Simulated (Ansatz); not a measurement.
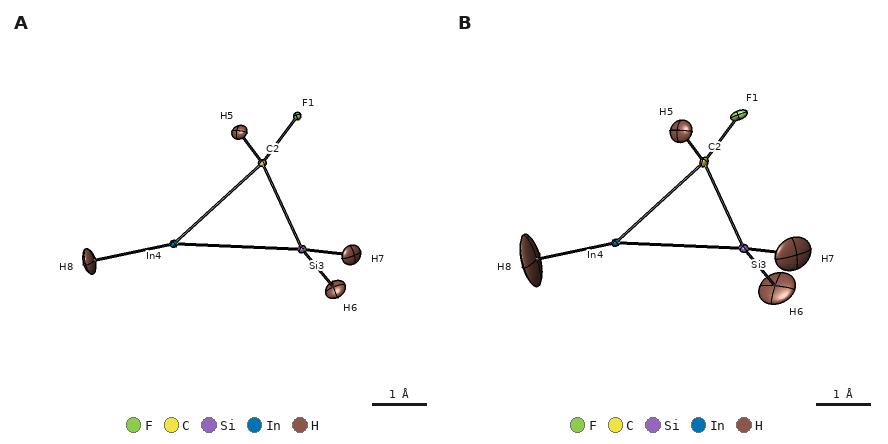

Displacement ellipsoids at the 50 % level, scaled by 0.7, from the internal vibrations of the free molecule (harmonic, no overall translation or rotation; no half-axis is drawn under 0.075 Å). Vibrations computed with RKS PBE0-D4/def2-TZVP, core potentials on In (Ansatz 0.2.0). One panel is for 100 K, the other for 900 K.

Which panel is for 900 K?

B.

How much does the mean-square displacement of F1 grow, and why?

U_eq goes from 0.0020 to 0.0108 Å², a factor of 5.4. Modes below kT (626 cm⁻¹ at 900 K) grow about in proportion to T, and the lowest lies at 153 cm⁻¹; the mean-square amplitude of a mode is its zero-point value times coth(ħω/2kT), which comes close to 1 only above about 3kT.
